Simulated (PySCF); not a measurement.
## NMR shielding calculation of C$_{2}$H$_{14}$OSi$_{5}$

System: C$_{2}$H$_{14}$OSi$_{5}$.
Method: GIAO PBE0/pcSseg-1 NMR shielding, non-relativistic, gas phase (PySCF 2.14.0).

The geometry comes from this level: GFN2-xTB. It belongs to a series of runs on one base structure; here: constitutional isomer. Figures and captions count atoms from 1; the log counts them from 0 in places.

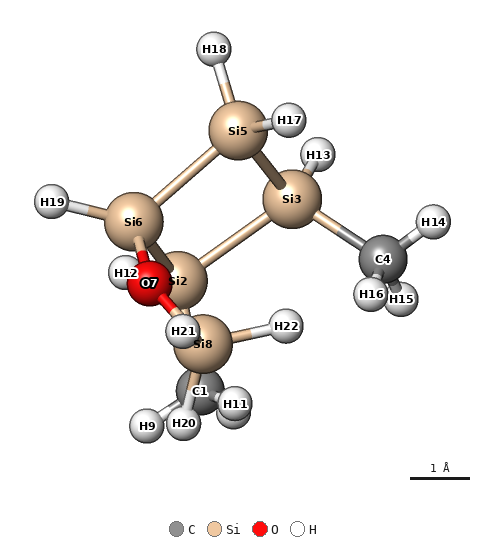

**Figure 1.** The input geometry (ball-and-stick view, seen at a tilt; atoms are numbered from 1 in the order of the input). Bond lengths as drawn: C–H 1.09 Å, C–Si 1.91 Å, H–Si 1.46 to 1.48 Å, O–Si 1.61 to 1.65 Å and Si–Si 2.35 to 2.39 Å.

## The input
```
{"job": {"kind": "nmr", "xc": "PBE0", "basis": "pcSseg-1"}, "charge": 0, "multiplicity": 1}
C      0.392911     1.201419    -2.141520
Si     0.200074    -0.638953    -1.665476
Si    -1.742601    -1.100546    -0.359339
C     -2.560049     0.520390     0.241793
Si    -0.381864    -2.081304     1.318654
Si     1.535191    -1.375069     0.148127
O      2.156509    -0.053694     0.912884
Si     2.045504     1.406979     1.574189
H      1.337619     1.391393    -2.644284
H     -0.402484     1.542639    -2.799175
H      0.370456     1.820339    -1.248276
H      0.359607    -1.376066    -2.938723
H     -2.863287    -1.877509    -0.930767
H     -3.330403     0.337512     0.985593
H     -3.019524     1.069206    -0.575547
H     -1.816858     1.171400     0.694713
H     -0.590244    -1.636812     2.707601
H     -0.515898    -3.543976     1.432193
H      2.777836    -2.153321     0.035617
H      2.441958     2.378028     0.555534
H      2.944799     1.396457     2.722309
H      0.650338     1.620875     1.973050
```

The first line tells a small driver script what to run in PySCF; the rest is the geometry in Å.

Machine: 1 CPU thread, shared host.

Run as:
```bash
OMP_NUM_THREADS=1 python <driver script> task.json out
```

## The program's output
```
coarse grid: 20064 points
cycle   1  E = -1606.3356421753  dE =  4.133e-01  |g| = 8.711e-01  |ddm| = 4.337e+00
cycle   2  E = -1606.0323294029  dE =  3.033e-01  |g| = 1.489e+00  |ddm| = 2.278e+00
cycle   3  E = -1606.4781358346  dE = -4.458e-01  |g| = 1.482e-01  |ddm| = 1.802e+00
cycle   4  E = -1606.4821029479  dE = -3.967e-03  |g| = 6.464e-02  |ddm| = 2.047e-01
cycle   5  E = -1606.4831373057  dE = -1.034e-03  |g| = 1.167e-02  |ddm| = 7.440e-02
cycle   6  E = -1606.4831826497  dE = -4.534e-05  |g| = 2.094e-03  |ddm| = 2.661e-02
cycle   7  E = -1606.4831838852  dE = -1.236e-06  |g| = 3.319e-04  |ddm| = 3.865e-03
final grid: 168464 points
cycle   8  E = -1606.5363538229  dE = -2.814e-05  |g| = 9.320e-03  |ddm| = 2.971e-02
cycle   9  E = -1606.5363351010  dE =  1.872e-05  |g| = 1.335e-02  |ddm| = 1.868e-02
cycle  10  E = -1606.5363712837  dE = -3.618e-05  |g| = 1.277e-03  |ddm| = 1.188e-02
cycle  11  E = -1606.5363715791  dE = -2.954e-07  |g| = 3.089e-04  |ddm| = 1.433e-03
cycle  12  E = -1606.5363716022  dE = -2.308e-08  |g| = 5.795e-05  |ddm| = 4.837e-04
cycle  13  E = -1606.5363716032  dE = -9.809e-10  |g| = 1.855e-05  |ddm| = 1.302e-04
```

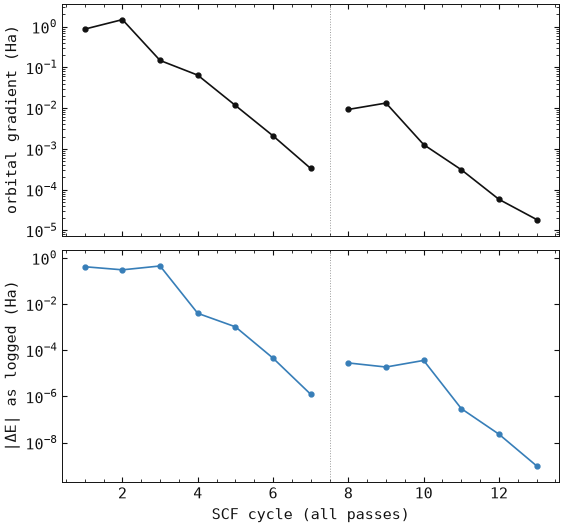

**Figure 2.** Convergence of the self-consistent field: orbital gradient and size of the energy change against the SCF cycle. The dotted line marks the change from a coarse to the final integration grid. The first 7 cycles use a coarse grid, the final grid takes over at cycle 8, and the field converges after 13 cycles in all.

```
converged SCF energy = -1606.5363716032

GIAO shielding tensors (ppm)
atom      isotropic    diamagn.    paramagn.     s11        s22        s33       span
  0 C      193.659     254.531     -60.872    183.852    195.620    201.506     17.654
  1 Si     390.326     882.266    -491.940    317.030    410.603    443.346    126.316
  2 Si     406.902     882.151    -475.249    358.036    423.617    439.053     81.018
  3 C      194.255     254.492     -60.237    187.224    194.544    200.997     13.773
  4 Si     441.628     882.176    -440.548    382.794    439.979    502.111    119.317
  5 Si     328.017     879.271    -551.254    253.574    340.413    390.063    136.489
  6 O      343.223     400.573     -57.350    228.208    397.369    404.092    175.884
  7 Si     392.902     880.506    -487.604    349.050    364.822    464.834    115.784
  8 H       31.140      30.624       0.516     26.415     27.546     39.460     13.045
  9 H       31.252      30.964       0.288     26.317     28.393     39.045     12.729
 10 H       31.101      34.853      -3.752     26.764     29.924     36.615      9.851
 11 H       26.934      30.769      -3.836     24.004     24.980     31.817      7.813
 12 H       27.020      30.478      -3.458     23.780     24.834     32.445      8.666
 13 H       31.150      30.087       1.062     26.168     27.933     39.349     13.181
 14 H       31.308      31.274       0.034     26.429     28.439     39.056     12.628
 15 H       31.106      34.531      -3.425     26.243     29.819     37.254     11.011
 16 H       27.524      30.079      -2.555     24.476     24.983     33.115      8.640
 17 H       27.732      30.000      -2.268     24.355     25.413     33.427      9.073
 18 H       25.056      28.666      -3.610     21.474     23.924     29.770      8.296
 19 H       26.624      30.297      -3.672     22.979     25.723     31.172      8.193
 20 H       26.641      28.624      -1.983     22.937     24.482     32.504      9.566
 21 H       26.595      32.079      -5.484     22.879     26.896     30.011      7.132
```

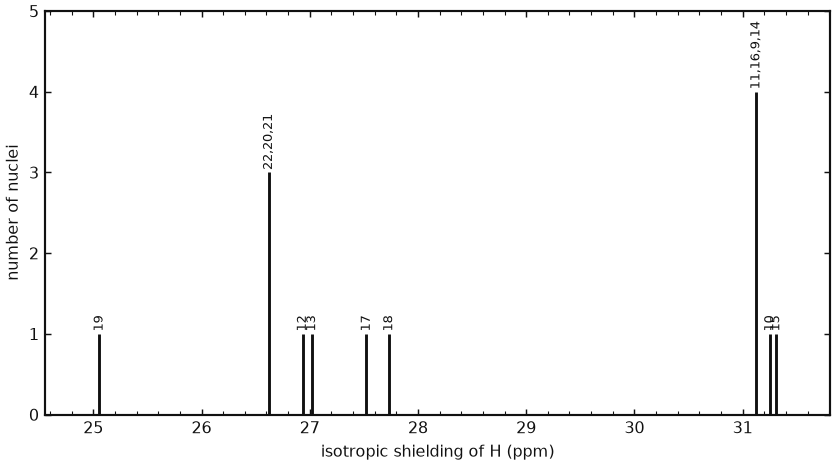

**Figure 3.** Isotropic shieldings of the hydrogen nuclei in this fixed geometry, labelled by atom number; shielding grows to the right, so chemical shift grows to the left. The least shielded is H19 (25.1 ppm), the most shielded H15 (31.3 ppm).

## Summary

```json
{"quantity": "outcome", "value": "converged"}
{"quantity": "total energy", "value": "−1606.536372 hartree"}
{"quantity": "HOMO", "value": "−6.94 eV"}
{"quantity": "LUMO", "value": "−1.68 eV"}
{"quantity": "dipole moment", "value": "1.19 D"}
{"quantity": "isotropic shielding, C", "value": "193.7 to 194.3 ppm"}
{"quantity": "isotropic shielding, Si", "value": "328.0 to 441.6 ppm"}
{"quantity": "isotropic shielding, O", "value": "343.2 ppm"}
{"quantity": "isotropic shielding, H", "value": "25.1 to 31.3 ppm"}
{"quantity": "wall time", "value": "2.8 min"}
{"quantity": "peak memory", "value": "1.1 GiB"}
```
